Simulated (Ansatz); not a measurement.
# Phonons of GaW3N (W3GaN antiperovskite)

Question: is the lattice of GaW3N (W3GaN antiperovskite) stable, and if so, what are its coupling constant and resistivity?

Method: DFT PBE, scalar-relativistic, plane waves, PAW, in Ansatz 0.2.0.

The structure was built from a prototype and need not be the compound's stable phase.

## Step 1: Set-up

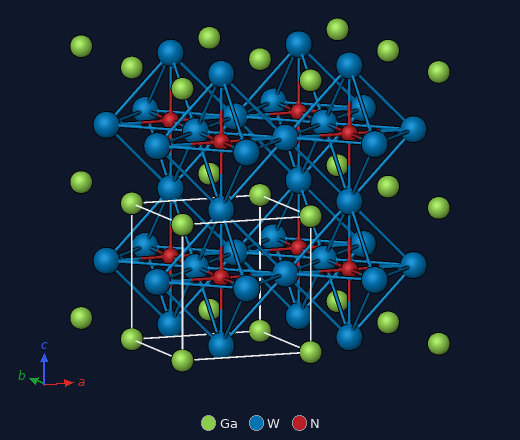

The cell as given, slightly off an axis (gallium green, tungsten blue, nitrogen red). 2×2×2 cells are drawn. Some periodic images of atoms are drawn too.

## Step 2: Relaxation

Lattice constant and positions set the bands and the force constants, so the cell is relaxed first.

input.yaml reads:

```yaml
crystal:
  lattice:
    - [4.13949, 0.0, 0.0]
    - [0.0, 4.13949, 0.0]
    - [0.0, 0.0, 4.13949]
  atoms:
    - { symbol: Ga, position: [0.0, 0.0, 0.0] }
    - { symbol: W, position: [0.5, 0.5, 0.0] }
    - { symbol: W, position: [0.5, 0.0, 0.5] }
    - { symbol: W, position: [0.0, 0.5, 0.5] }
    - { symbol: "N", position: [0.5, 0.5, 0.5] }
kpoints:
  mp_grid: { grid: [6, 6, 6] }
hamiltonian:
  xc: pbe
scf:
  occupations: { method: gaussian, width: 0.1 }
output:
  forces: true
  stress: true
  eigenvalues: true
relax:
  adjacent_minimum: "off"
  f_tol: 0.005
  max_steps: 80
  cell: { stress_tol: 0.05 }
```

The run is started by

```sh
$ ansatz run input.yaml --threads 4 --pin off --max-ram 16384MiB --backend cpu --events-out ev --progress --plain --runs-dir out
```

Numbers of over 12 decimals in the logs are rounded to 6 here.

Output:

```text
Engine: ansatz 0.2.0, aarch64-unknown-linux-gnu
Pseudopotentials: kind: paw
Pseudopotential: Ga, paw, valence charge 13, recommended cutoff 420 eV (normal), Ga.paw.azcp
Pseudopotential: W, paw, valence charge 14, recommended cutoff 420 eV (normal), W.paw.azcp
Pseudopotential: N, paw, valence charge 5, recommended cutoff 420 eV (normal), N.paw.azcp
Functional definition: PBE
  parameter kappa = 0.804
  parameter beta = 0.066725
  exchange = pbe_x(kappa = kappa, mu = beta*pi^2/3)
  correlation = pbe_c(beta = beta)
Crystal: 5 atoms, lattice volume = 70.932 Å³
Basis set: ecut = 420 eV, 1357 PW (Γ), exchange–correlation on 60×60×60 points (8 copies of the dense FFT grid, shifted against one another)
Bands: 36, of which v1, the nominal top of the filled ones, is band 30 counted from 1 (29 counted from 0)
Symmetry: 48 space group operations
Space group: Pm-3m (ITA 221), of the structure as read, at distance tolerance 4.1e-5 Å
k-points: 20 of 216
Non-local potential: Ga, projectors of the file, l = 0: 2, l = 1: 2, l = 2: 3, l = 3: 1
Non-local potential: W, projectors of the file, l = 0: 3, l = 1: 2, l = 2: 2, l = 3: 1
Non-local potential: N, projectors of the file, l = 0: 2, l = 1: 2, l = 2: 1
PAW form: soft (Blöchl's): semilocal exchange-correlation on the pseudo side does not see the compensation charge
PAW one-centre angular grid: Ga, 590 points (default); XC on 64 Gauss nodes
PAW one-centre angular grid: W, 590 points (default); XC on 64 Gauss nodes
PAW one-centre angular grid: N, 110 points (default); XC on 64 Gauss nodes
Initial density: superposition of atomic densities (neutral atoms: chi_scale 0, normalization atom), corrected by the library's trained network
Initial wavefunctions: pseudopotential atomic-orbital guess
Functional: x = pbe(κ = 0.804, μ = 0.219515), c = pbe(β = 0.066725)
SCF iter   1: F=—  HF=-35320.879190 eV  |F-HF|=—  |Δ(HF+E_count)|=         —  Δρ=1.17e-2  dr2=1.30e-1  ethr=1.77e-3  ⟨swp⟩=5.2  Hψ=2880  notcnv=0
preconditioner: auto → Resta (q_TF=auto, 2.653 Å⁻¹)  ε∞=8.2  [insulator: Δε(μ)=0.194 eV  Ē_g=9.831 eV  σ=0.100 eV  W_gap=0.74  n_scr=26 (ndim 8)  ℏωp=26.5 eV  f_vac=0.000  D(μ)=2.04/eV (n_scr^D=18)  ε∞_Penn≈8.2]
SCF iter   2: F=—  HF=-35320.846447 eV  |F-HF|=—  |Δ(HF+E_count)|=   3.27e-2  Δρ=5.95e-3  dr2=3.24e-2  ethr=2.16e-4  ⟨swp⟩=1.1  Hψ=882  notcnv=0
SCF iter   3: F=—  HF=-35320.835416 eV  |F-HF|=—  |Δ(HF+E_count)|=   1.10e-2  Δρ=1.47e-3  dr2=1.62e-3  ethr=5.40e-5  ⟨swp⟩=2.0  Hψ=1029  notcnv=0
SCF iter   4: F=—  HF=-35320.834485 eV  |F-HF|=—  |Δ(HF+E_count)|=   9.31e-4  Δρ=6.54e-4  dr2=1.81e-4  ethr=2.70e-6  ⟨swp⟩=2.0  Hψ=1027  notcnv=0
SCF iter   5: F=—  HF=-35320.834394 eV  |F-HF|=—  |Δ(HF+E_count)|=   9.12e-5  Δρ=2.06e-4  dr2=1.89e-5  ethr=3.02e-7  ⟨swp⟩=2.3  Hψ=1048  notcnv=0
SCF iter   6: F=—  HF=-35320.834552 eV  |F-HF|=—  |Δ(HF+E_count)|=   1.58e-4  Δρ=3.30e-5  dr2=5.42e-7  ethr=3.16e-8  ⟨swp⟩=2.9  Hψ=1264  notcnv=0
SCF iter   7: F=-35320.834552 eV  HF=-35320.834552 eV  |F-HF|=1.47e-9  |Δ(HF+E_count)|=   2.91e-8  Δρ=5.08e-6  dr2=1.52e-8  ethr=1.67e-10  ⟨swp⟩=9.6  Hψ=2894  notcnv=0
SCF 1 converged in 7 iterations: F = -35320.834552 eV  dr2 = 1.52e-8
  greatest PAW one-centre occupation: 1.000 electrons in one spin orbital (limit 2), on the W atom at site 3 (counted from 0), in its partial waves of l = 0
relax step   1: F+E_penalty+E_count = -35320.83455206 eV  Δ(F+E_penalty+E_count) = +0.000e0 eV  max|allowed force component| = 3.610e-29 eV/Å  Δτ_max = 0.0000 Å  P = -4.117 GPa  Ω = 70.932 Å³  (7 SCF iters, dr2 threshold 1.00e-7 eV, accepted)
Crystal: 5 atoms, lattice volume = 68.916 Å³
Initial density: handed on by an earlier stage of this run
Initial wavefunctions: those handed on with the density
iter 1 solved again at ethr=1.71e-5 eV; its pass at ethr=3.10e-3 eV (dr2=1.02e-2 eV) is discarded
SCF iter   1: F=—  HF=-35320.843526 eV  |F-HF|=—  |Δ(HF+E_count)|=         —  Δρ=3.73e-3  dr2=1.02e-2  ethr=1.71e-5  ⟨swp⟩=1.9  Hψ=3278  notcnv=0
preconditioner: auto → Resta (q_TF=auto, 2.666 Å⁻¹)  ε∞=8.4  [insulator: Δε(μ)=0.183 eV  Ē_g=9.867 eV  σ=0.100 eV  W_gap=0.71  n_scr=26 (ndim 8)  ℏωp=26.8 eV  f_vac=0.000  D(μ)=2.04/eV (n_scr^D=18)  ε∞_Penn≈8.4]
SCF iter   2: F=—  HF=-35320.841433 eV  |F-HF|=—  |Δ(HF+E_count)|=   2.09e-3  Δρ=1.21e-3  dr2=1.28e-3  ethr=1.71e-5  ⟨swp⟩=2.0  Hψ=981  notcnv=0
SCF iter   3: F=—  HF=-35320.841167 eV  |F-HF|=—  |Δ(HF+E_count)|=   2.66e-4  Δρ=2.80e-4  dr2=4.08e-5  ethr=2.13e-6  ⟨swp⟩=2.0  Hψ=1051  notcnv=0
SCF iter   4: F=—  HF=-35320.841318 eV  |F-HF|=—  |Δ(HF+E_count)|=   1.51e-4  Δρ=4.06e-5  dr2=8.18e-7  ethr=6.81e-8  ⟨swp⟩=2.5  Hψ=1236  notcnv=0
iter 5 did not close the SCF: its close was put off for the readings that it lacked (scf_convergence_deferred on its scf_iter line)
SCF iter   5: F=-35320.841317 eV  HF=-35320.841317 eV  |F-HF|=2.18e-7  |Δ(HF+E_count)|=   5.48e-7  Δρ=2.16e-5  dr2=1.55e-7  ethr=1.36e-9  ⟨swp⟩=2.0  Hψ=1068  notcnv=0
SCF iter   6: F=-35320.841317 eV  HF=-35320.841317 eV  |F-HF|=1.01e-8  |Δ(HF+E_count)|=   6.19e-8  Δρ=6.59e-6  dr2=1.45e-8  ethr=2.59e-10  ⟨swp⟩=2.8  Hψ=2517  notcnv=0
SCF 2 converged in 6 iterations: F = -35320.841317 eV  dr2 = 1.45e-8
relax step   2: F+E_penalty+E_count = -35320.84131691 eV  Δ(F+E_penalty+E_count) = -6.765e-3 eV  max|allowed force component| = 1.260e-29 eV/Å  Δτ_max = 0.0000 Å  P = +3.633 GPa  Ω = 68.916 Å³  energy of the carried Pulay correction = +2.442e-3 eV  (6 SCF iters, dr2 threshold 5.00e-7 eV, accepted)
Crystal: 5 atoms, lattice volume = 69.846 Å³
iter 1 solved again at ethr=3.94e-6 eV; its pass at ethr=3.10e-3 eV (dr2=2.36e-3 eV) is discarded
SCF iter   1: F=—  HF=-35320.850723 eV  |F-HF|=—  |Δ(HF+E_count)|=         —  Δρ=1.80e-3  dr2=2.44e-3  ethr=3.94e-6  ⟨swp⟩=1.2  Hψ=3311  notcnv=0
preconditioner: auto → Resta (q_TF=auto, 2.660 Å⁻¹)  ε∞=8.4  [insulator: Δε(μ)=0.168 eV  Ē_g=9.767 eV  σ=0.100 eV  W_gap=0.69  n_scr=26 (ndim 8)  ℏωp=26.7 eV  f_vac=0.000  D(μ)=2.14/eV (n_scr^D=18)  ε∞_Penn≈8.4]
SCF iter   2: F=—  HF=-35320.850228 eV  |F-HF|=—  |Δ(HF+E_count)|=   4.94e-4  Δρ=5.74e-4  dr2=2.98e-4  ethr=3.94e-6  ⟨swp⟩=2.0  Hψ=986  notcnv=0
SCF iter   3: F=—  HF=-35320.850323 eV  |F-HF|=—  |Δ(HF+E_count)|=   9.43e-5  Δρ=1.34e-4  dr2=9.61e-6  ethr=4.96e-7  ⟨swp⟩=2.0  Hψ=1034  notcnv=0
iter 4 did not close the SCF: its close was put off for the readings that it lacked (scf_convergence_deferred on its scf_iter line)
SCF iter   4: F=-35320.850320 eV  HF=-35320.850321 eV  |F-HF|=1.42e-7  |Δ(HF+E_count)|=   2.01e-6  Δρ=1.46e-5  dr2=1.12e-7  ethr=1.60e-8  ⟨swp⟩=2.0  Hψ=956  notcnv=0
iter 5 did not close the SCF: its close was put off for the readings that it lacked (scf_convergence_deferred on its scf_iter line)
SCF iter   5: F=-35320.850321 eV  HF=-35320.850321 eV  |F-HF|=1.08e-7  |Δ(HF+E_count)|=   1.36e-8  Δρ=1.04e-5  dr2=3.67e-8  ethr=1.87e-10  ⟨swp⟩=2.2  Hψ=1180  notcnv=0
SCF iter   6: F=-35320.850321 eV  HF=-35320.850321 eV  |F-HF|=7.28e-11  |Δ(HF+E_count)|=   3.84e-8  Δρ=2.14e-6  dr2=1.39e-9  ethr=6.11e-11  ⟨swp⟩=1.9  Hψ=2059  notcnv=0
SCF 3 converged in 6 iterations: F = -35320.850321 eV  dr2 = 1.39e-9
relax step   3: F+E_penalty+E_count = -35320.85032060 eV  Δ(F+E_penalty+E_count) = -9.004e-3 eV  max|allowed force component| = 1.172e-28 eV/Å  Δτ_max = 0.0000 Å  P = -0.096 GPa  Ω = 69.846 Å³  energy of the carried Pulay correction = +1.306e-3 eV  (6 SCF iters, dr2 threshold 5.00e-7 eV, accepted)
[...]
relax step   4: F+E_penalty+E_count = -35320.85035763 eV  Δ(F+E_penalty+E_count) = -3.703e-5 eV  max|allowed force component| = 5.606e-29 eV/Å  Δτ_max = 0.0000 Å  P = -0.002 GPa  Ω = 69.822 Å³  energy of the carried Pulay correction = +1.335e-3 eV  (6 SCF iters, dr2 threshold 2.32e-8 eV, accepted)
Initial wavefunctions: pseudopotential atomic-orbital guess (no wavefunctions were taken with the density)
iter 1 solved again at ethr=2.77e-8 eV; its pass at ethr=3.10e-3 eV (dr2=1.66e-5 eV) is discarded
SCF iter   1: F=—  HF=-35320.848804 eV  |F-HF|=—  |Δ(HF+E_count)|=         —  Δρ=6.74e-5  dr2=5.94e-7  ethr=2.77e-8  ⟨swp⟩=3.3  Hψ=4864  notcnv=0
SCF iter   2: F=—  HF=-35320.848962 eV  |F-HF|=—  |Δ(HF+E_count)|=   1.58e-4  Δρ=3.46e-5  dr2=1.68e-7  ethr=9.89e-10  ⟨swp⟩=2.5  Hψ=1313  notcnv=0
SCF iter   3: F=—  HF=-35320.848962 eV  |F-HF|=—  |Δ(HF+E_count)|=   9.72e-8  Δρ=1.14e-5  dr2=1.66e-8  ethr=2.80e-10  ⟨swp⟩=2.0  Hψ=890  notcnv=0
SCF iter   4: F=—  HF=-35320.848962 eV  |F-HF|=—  |Δ(HF+E_count)|=   8.46e-9  Δρ=2.35e-6  dr2=2.62e-9  ethr=2.77e-11  ⟨swp⟩=2.0  Hψ=1057  notcnv=0
SCF iter   5: F=—  HF=-35320.848962 eV  |F-HF|=—  |Δ(HF+E_count)|=   1.72e-9  Δρ=6.18e-7  dr2=1.38e-10  ethr=4.37e-12  ⟨swp⟩=2.0  Hψ=1040  notcnv=0
SCF iter   6: F=-35320.848962 eV  HF=-35320.848962 eV  |F-HF|=7.28e-12  |Δ(HF+E_count)|=  1.67e-10  Δρ=1.65e-7  dr2=8.95e-12  ethr=1.00e-12  ⟨swp⟩=5.0  Hψ=2570  notcnv=0
SCF 5 converged in 6 iterations: F = -35320.848962 eV  dr2 = 8.95e-12
relax step   5: F+E_penalty+E_count = -35320.84896208 eV  Δ(F+E_penalty+E_count) = +1.396e-3 eV  max|allowed force component| = 5.512e-29 eV/Å  Δτ_max = 0.0000 Å  P = -0.024 GPa  Ω = 69.822 Å³  stress off target by 2.44e-2 GPa  SCF on the basis re-selected at this cell (its energy is not comparable with the rows above)  (6 SCF iters)
basis re-selected at this cell: Δ(F+E_penalty+E_count) = +1.396e-3 eV, ΔP = -0.022 GPa vs the last step (what re-selecting the basis moved, of the pressure what is left beyond the Pulay correction that the steps carried, after the strain that the cell walked since its last selection, with what the two solves' SCF thresholds leave and, on support functions, any second-order correction that the steps lacked; it is no m [...]
SCF converged after 6 iterations
Free energy (F): -35320.848962 eV
Harris-Foulkes:  -35320.848962 eV  (|F-HF|=7.28e-12)
Internal energy: -35320.838324 eV  (E = F + TS)
E sigma→0 (E₀):  -35320.843643 eV
Entropy (-TS):   -0.010638 eV (-2.128 meV/atom)
Fermi energy:    19.323937 eV
--- Per-component energies (eV) ---
  E_band       = -260.109343
  E_kinetic    = 1604.449673
  E_local      = -3763.904806  (includes V_loc(G=0)·N_el)
  E_nonlocal   = 474.175071
  E_hartree    = 1543.148235
  E_xc         = -930.060948
  E_vxc        = -851.245206  (∫ρ·V_xc dr)
  E_paw        = -27806.469400  (= ΣΔE_a)
  E_vpaw       = -809.880189  (= ΣTr[D̂ρ^β])
  E_aug_tail   = -0.000302  (compensation charges beyond the density's cutoff)
  E_ewald      = -6442.175846
  E_smearing   = -0.010638  (= −TS)
  E_closure    = -0.000000  (closes the sum)
  Σ components = -35320.848962   (vs F -35320.848962, Δ=0.00e0)
--- Forces (eV/Å), atoms counted from 1 ---
  atom   1  Ga     0.00000000    -0.00000000    -0.00000000
  atom   2  W     -0.00000000     0.00000000    -0.00000000
  atom   3  W     -0.00000000    -0.00000000     0.00000000
  atom   4  W     -0.00000000     0.00000000     0.00000000
  atom   5  N     -0.00000000    -0.00000000     0.00000000
  max |Σ_I F_I| component: 8.20e-29 eV/Å
--- Stress (GPa, compression-positive) ---
       -0.024420       0.000000       0.000000
        0.000000      -0.024420      -0.000000
        0.000000      -0.000000      -0.024420
  P = ⅓ Tr σ = -0.0244 GPa (-0.244 kbar)
--- Band table (eV; the first three rows and the last of 20) ---
  k-point 0: bands = [... 26 lower, 15.4106, 19.9175, 19.9175, 19.9175, 20.1478, 20.1478, 20.1478, 20.9811, ... 2 higher]
  k-point 1: bands = [... 26 lower, 15.7432, 18.9587, 19.1743, 19.1743, 19.6666, 20.9934, 21.3211, 21.3211, ... 2 higher]
  k-point 2: bands = [... 26 lower, 16.6398, 18.4034, 19.1648, 19.2278, 19.2278, 20.8606, 21.4619, 21.4939, ... 2 higher]
  k-point 19: bands = [... 26 lower, 17.2739, 17.2739, 17.9273, 17.9273, 17.9273, 20.8581, 20.8581, 22.7190, ... 2 higher]
--- Relaxed structure (4 steps of the walk, 4 accepted, 1 SCFs on fresh bases) ---
  F+E_penalty+E_count = -35320.84896208 eV   max|allowed force component| = 5.512e-29 eV/Å   (the final SCF, on the basis selected at the relaxed cell)
  cell:  # Å, volume = 69.8220 Å³
    - [4.117789, 0, 0]
    - [0, 4.117789, 0]
    - [0, 0, 4.117789]
  atoms:
    - { symbol: Ga, position: [0, 0, 0] }
    - { symbol: W, position: [0.500000, 0.500000, 0] }
    - { symbol: W, position: [0.500000, 0, 0.500000] }
    - { symbol: W, position: [0, 0.500000, 0.500000] }
    - { symbol: N, position: [0.500000, 0.500000, 0.500000] }
```

It took 5.4 s on 4 threads of Arm Neoverse V1, shared host; peak memory 0.42 GiB.

Relaxation path:

```csv
step,energy less that of the first step (eV),largest force component (eV/Å),pressure (GPa),volume (Å³)
1,0.0000,0.0000,-4.12,70.93
2,-0.0068,0.0000,3.63,68.92
3,-0.0158,0.0000,-0.10,69.85
4,-0.0158,0.0000,0.00,69.82
5*,-0.0144,0.0000,-0.02,69.82
```

Relaxation steps marked * repeat the geometry before them on a plane-wave basis chosen anew for their cell, so energy and pressure can jump there.

The run keeps the 48 symmetry operations that it works with, so distortions that break them were not tested.

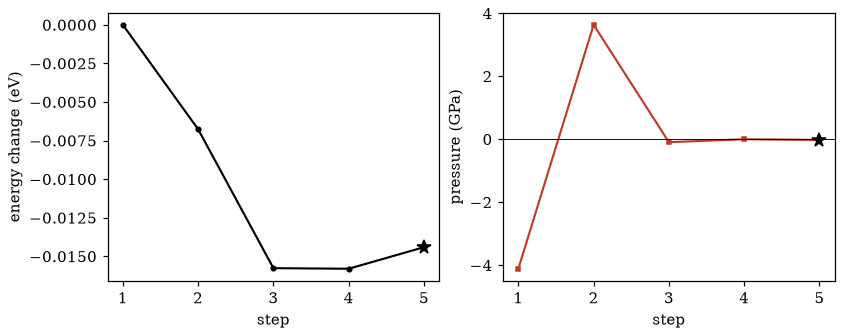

Energy and pressure along the relaxation. Stars mark steps on a basis chosen anew.

```csv
"conventional cell, symmetrised",before,after,change
a (Å),4.139,4.118,-0.5 %
b (Å),4.139,4.118,-0.5 %
c (Å),4.139,4.118,-0.5 %
volume (Å³/atom),14.19,13.96,-1.6 %
```

The relaxed structure:

```xyz
5
Lattice="4.1178 0.0000 0.0000 0.0000 4.1178 0.0000 0.0000 0.0000 4.1178" Properties=species:S:1:pos:R:3 pbc="T T T"
Ga    0.0000    0.0000    0.0000
W     2.0589    2.0589    0.0000
W     2.0589    0.0000    2.0589
W     0.0000    2.0589    2.0589
N     2.0589    2.0589    2.0589
```

This step gave:

```yaml
pressure: -0.02442 GPa
volume_per_atom: 13.96 Å³
metallic_on_mesh: yes
gap_on_the_k_mesh: 0 eV
```

The largest force is now zero by symmetry and the largest stress component 0.024 GPa, small enough for phonons.

(Part 1 of 2 ends here.)

[Logs are printed without paths, hosts, clocks, repeated set-up lines and the standing remarks that a program may print on its own settings, such as how far it seeks lower states.]

[Hosts, paths, dates, database ids (printed as entryN), source tags and the programs' standing remarks are cut or masked in the printed files.]
